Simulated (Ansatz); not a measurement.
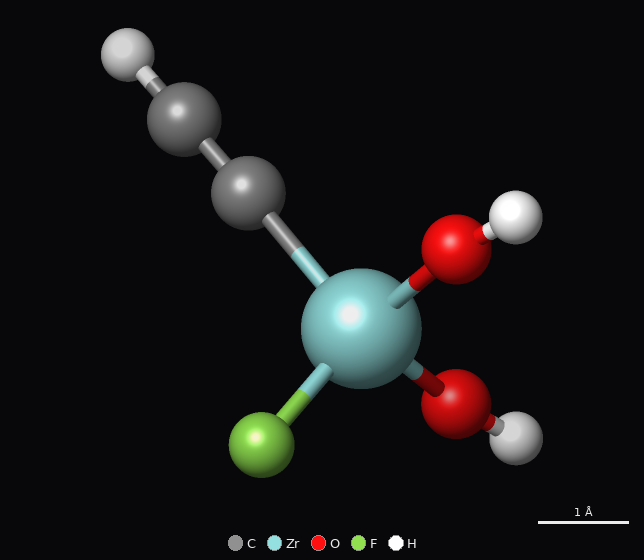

The picture shows the input geometry.

Input file:

```yaml
crystal:
  periodic: [false, false, false]
  atoms:
    - {symbol: C, position_ang: [2.423932, -0.441687, -1.183098]}
    - {symbol: C, position_ang: [1.326690, -0.161583, -0.742964]}
    - {symbol: Zr, position_ang: [-0.667068, 0.377907, 0.022136]}
    - {symbol: O, position_ang: [-1.766950, -1.175984, -0.062238]}
    - {symbol: O, position_ang: [-0.456175, 1.017671, 1.804417]}
    - {symbol: F, position_ang: [-1.413983, 1.753350, -1.070359]}
    - {symbol: H, position_ang: [3.387367, -0.686366, -1.571109]}
    - {symbol: H, position_ang: [-2.354951, -1.913651, 0.070483]}
    - {symbol: H, position_ang: [-0.478862, 1.230342, 2.732722]}
basis:
  gaussian: {orbitals: def2-mTZVP}
hamiltonian: {xc: {name: B97}}
output: {forces: true}
```

Command:

```sh
ansatz run in.yaml --threads 4 --pin off --events-out ev --progress --plain --max-ram 10444MiB
```

Result:

```
Functional definition: B97
  name "B97"
  cite "Becke, J. Chem. Phys. 107, 8554 (1997) doi:10.1063/1.475007"
  parameter cx = 0.1943
  parameter cx0 = 0.8094
  parameter cx1 = 0.5073
  parameter cx2 = 0.7481
  parameter css0 = 0.1737
  parameter css1 = 2.3487
  parameter css2 = -2.4868
  parameter cos0 = 0.9454
  parameter cos1 = 0.7471
  parameter cos2 = -4.5961
  exchange = spin_sum(e_x_unif_s*poly(b97_u_x, cx0, cx1, cx2)) + cx*exact_x
  correlation = spin_sum(e_c_pw_same_spin*poly(b97_u_same, css0, css1, css2))
      + integral(e_c_pw_opposite_spin*poly(b97_u_opposite, cos0, cos1, cos2))
1302 factors; their error is unknown
mean field evaluation 1: about -10199.3585 eV, gradient 1.0e2 eV
mean field evaluation 2: about -10107.4371 eV, gradient 2.4e2 eV
mean field evaluation 4: about -10217.2939 eV, gradient 2.2e1 eV
mean field evaluation 8: about -10218.3512 eV, gradient 2.3e-1 eV
mean field evaluation 16: about -10218.3755 eV, gradient 5.1e-4 eV
mean field -10218.37551335 eV, -375.5183738519 hartree, gradient 5.2e-5 eV, S^2 0.000000; 0 other end points of the search recorded, 0 dependent functions left out
the calculation of the forces begins
reference -10218.37556000 eV, -375.5183755661 hartree; 26, 26 occupied and 121, 121 virtual orbitals, 1302 factors
Total energy: -10218.37556000 eV, -375.5183755661 hartree
Atom 0 at     2.423932    -0.441687    -1.183098 Å, force     0.455089    -0.115603    -0.183210 eV/Å
Atom 1 at     1.326690    -0.161583    -0.742964 Å, force    -0.288473     0.075152     0.113417 eV/Å
Atom 2 at    -0.667068     0.377907     0.022136 Å, force     0.294730    -0.136235    -0.045646 eV/Å
Atom 3 at    -1.766950    -1.175984    -0.062238 Å, force    -0.102244    -0.229492    -0.173258 eV/Å
Atom 4 at    -0.456175     1.017671     1.804417 Å, force     0.146324     0.182501     0.189199 eV/Å
Atom 5 at    -1.413983     1.753350    -1.070359 Å, force    -0.237825     0.434821    -0.344930 eV/Å
Atom 6 at     3.387367    -0.686366    -1.571109 Å, force     0.015707    -0.005111    -0.005113 eV/Å
Atom 7 at    -2.354951    -1.913651     0.070483 Å, force    -0.226830    -0.247224     0.106294 eV/Å
Atom 8 at    -0.478862     1.230342     2.732722 Å, force    -0.056478     0.041192     0.343248 eV/Å
Dipole moment:    -0.146142    -0.340304     0.508863 e Å
```

The calculation finished and met its thresholds.
